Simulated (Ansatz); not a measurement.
One crystal and one scan (scan of one atom of the cell) at two levels, PBE-D3(BJ) (plane waves to 420 eV, PAW, scalar-relativistic; Ansatz, an electronic-structure program) and r2SCAN+rVV10 (plane waves to 500 eV, PAW, scalar-relativistic; Ansatz), each from its own relaxed cell and on its own mesh. The cell shown is that of PBE-D3(BJ).

Starting cell, MoS₂ (3R-MoS2 type, space group R3m):

```
CELL_PARAMETERS angstrom
      1.57661     0.91026     5.99789
     -1.57661     0.91026     5.99789
      0.00000    -1.82051     5.99789
ATOMIC_POSITIONS crystal
  Mo 0.00002 0.00002 0.00002
  S  0.75353 0.75353 0.75353
  S  0.57975 0.57975 0.57975
```

In this cell atom 2 (S, nearest neighbour Mo at 2.399 Å; its periodic images, 3.2 Å or more away, move with it) is moved by s along Cartesian z, unit vector (0.000, 0.000, 1.000); all other atoms and the cell stay fixed.

The energy includes the smearing's −TS. MoS2 is run without spin polarisation. MoS2 was relaxed with its symmetry unable to fall. The PAW data are Ansatz's earlier set. This is one of several known forms of MoS2; the measured ambient cells at hand have space group No. 194. As the smearing reaches across the gap at some points, energies and forces of such displacements shift with the k mesh and the smearing. Percentages come from the unrounded values. Both scans cover s from -0.480 to 0.480 Å.

```csv
quantity,PBE-D3(BJ),r2SCAN+rVV10,PBE-D3(BJ) − r2SCAN+rVV10
Lattice constant a (Å),3.153,3.175,-0.022 (-0.7 %)
Lattice constant c (Å),17.99,18.59,-0.60 (-3.2 %)
Relaxed volume (Å³/atom),17.22,18.03,-0.81 (-4.5 %)
"Band gap of the relaxed cell, no spin-orbit coupling (eV)",0.77,1.02,-0.25 (-25 %)
Energy at s = 0.480 Å (meV/cell),1375,1420,-45 (-3.2 %)
Force along the line at s = -0.480 Å (eV/Å),10.27,10.17,+0.10 (+1.0 %)
Force constant k = d²E/ds² at s = 0 (finite differences) (eV/Å²),17.68,18.08,-0.40 (-2.2 %)
```

PBE-D3(BJ) gives the lower value for: lattice constant a; lattice constant c; relaxed volume; band gap of the relaxed cell, no spin-orbit coupling; energy at s = 0.480 Å; force constant k = d²E/ds² at s = 0. They agree on: force along the line at s = -0.480 Å (within 1.5 %). Both give the same symmetry of the curve: not even: the negative side lies higher at ±0.480 Å. Neither level is exact: the differences show how much the result hangs on the functional.

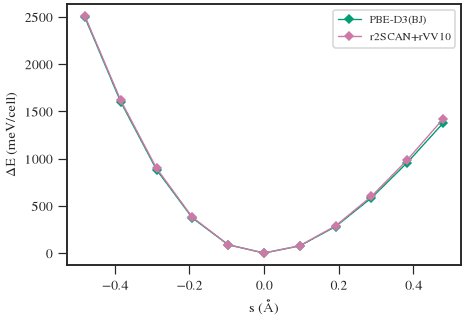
ΔE, each from the undisplaced structure of its own level.

(For displaced atoms, the force is minus the slope of the energy, and its curvature is a force constant, which sets phonon frequencies.)
